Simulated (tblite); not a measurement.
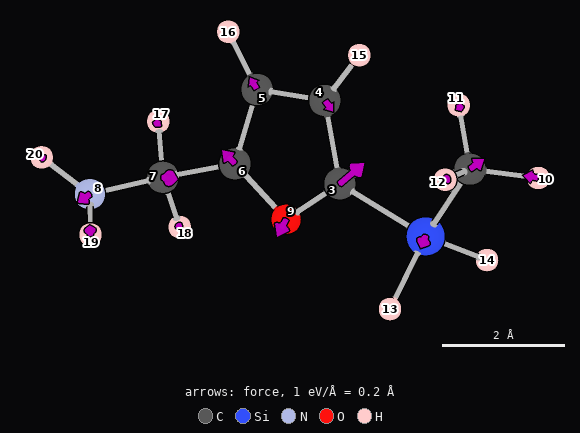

Starting geometry of C$_{6}$H$_{11}$NOSi with the computed forces as purple arrows. Style: ball-and-stick. Shown at a tilt.

Theory: tblite 0.8.0, GFN2-xTB geometry optimisation, gas phase. 

Question: What follows when this structure is relaxed?

Answer: It isn't relaxed: the largest force vector, on a C atom, is 3.48 eV/Å. The final displacements have little in common with the starting forces (cosine between the two patterns 0.19). The largest move after the best rigid fit is that of an H atom, 0.75 Å. Largest moves by element: H 0.75 Å, C 0.19 Å, O 0.16 Å, N 0.11 Å, Si 0.10 Å. Some distances before and after: C–O 1.294 → 1.357 Å, C–N 1.403 → 1.459 Å, C–H 1.137 → 1.085 Å, C–Si 1.849 → 1.896 Å. Bond angles that change, for instance: H–N–H 119.5° → 107.6°, Si–C–C 123.8° → 133.9°, C–N–H 119.9° → 110.0°. Groups turn about C–Si by about 40°. After 107 geometry steps the energy has fallen by 17.8 kcal/mol. Cost: 3.1 s on 1 thread of Intel(R) Xeon(R) Processor @ 2.50GHz, on a shared host.
